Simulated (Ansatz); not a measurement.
# Is the response still linear at 0.4 V/Å? Al(110), 6 layers

The dipole of a slab grows in proportion to a weak field along its normal. Does the weak-field slope carry to a strong field?

**Method.** Ansatz 0.2.0, plane waves with PAW datasets (its set soft_2), r2SCAN; atoms held at bulk places, 18 Å of vacuum, dipole correction, cell area 11.60 Å², 12×18 k-points, smearing 0.1 eV. Without field the slab has no gap over 0.05 eV.

```
  run  field (V/Å)  dipole (e·Å)
run 1        −0.10      −0.06661
run 2        −0.05      −0.03330
run 3         0.00       0.00000
run 4         0.05       0.03330
run 5         0.10       0.06661
run 6         0.40             ?
```

Q: Estimate the withheld value from the rows shown.

A least-squares line through the 5 rows shown has slope 0.666080 and intercept 0.000000; no row lies more than 0.00001 e·Å off it. A perfect conductor with that slope would be 180.95 × 0.66608 / 11.60 = 10.39 Å thick. At 0.40 it gives 0.666080 × 0.40 + 0.000000 = 0.26643 e·Å, beyond the rows fitted. Rounding and scatter of the rows alone allow about ±0.00002 e·Å there.

The run itself gives 0.26684 e·Å: a miss of +0.00041 e·Å. That is under 1 % of the induced dipole, so the response is still linear.

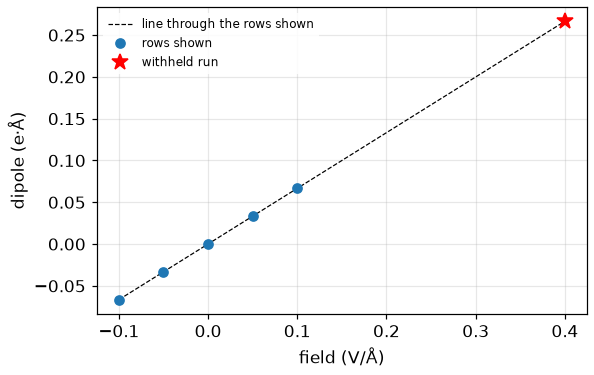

The fit and the withheld run.

**Limits.** Ions are held, so this is the electronic response. Of the series that stay linear within 1 %, this collection keeps about one in seven, and it keeps all that bend. In the strongest field, at least, the program warns that the far vacuum lies low against the Fermi level, so charge may spill into it, by an amount that depends on the cell's height.

[Logs are printed without paths, hosts, clocks, repeated set-up lines and the standing remarks that a program may print on its own settings, such as how far it seeks lower states.]
